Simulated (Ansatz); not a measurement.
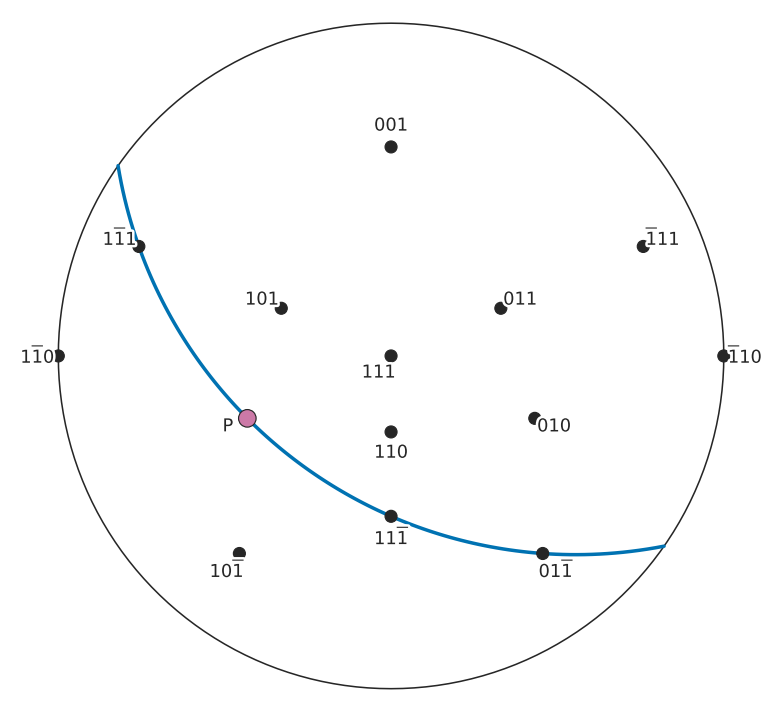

Stereographic projection of plane normals (upper hemisphere) centred on (1 1 1). Crystal: SiC3, coordinates from a relaxation with DFT, PBE, plane waves, PAW (Ansatz 0.2.0); the starting structure was generated, so it need not be a known form of this composition. The drawing is computed from the coordinates (standard cell, symmetry found to 0.002 Å).

a = 2.803 Å, b = 2.803 Å, c = 4.112 Å, α = 90.00°, β = 90.00°, γ = 90.00°.

Index the pole marked P.

Answer. P is (1 0 0), 50.4° from the centre.

Which zone does the coloured great circle trace?

Answer. The zone [0 1 1]: its poles satisfy k + l = 0.

What is the angle between the normals of (−1 1 1) and (0 1 −1), and what are their d_hkl = 1/|g|?

Answer. 73.6°; d = 1.785 Å and 2.316 Å.
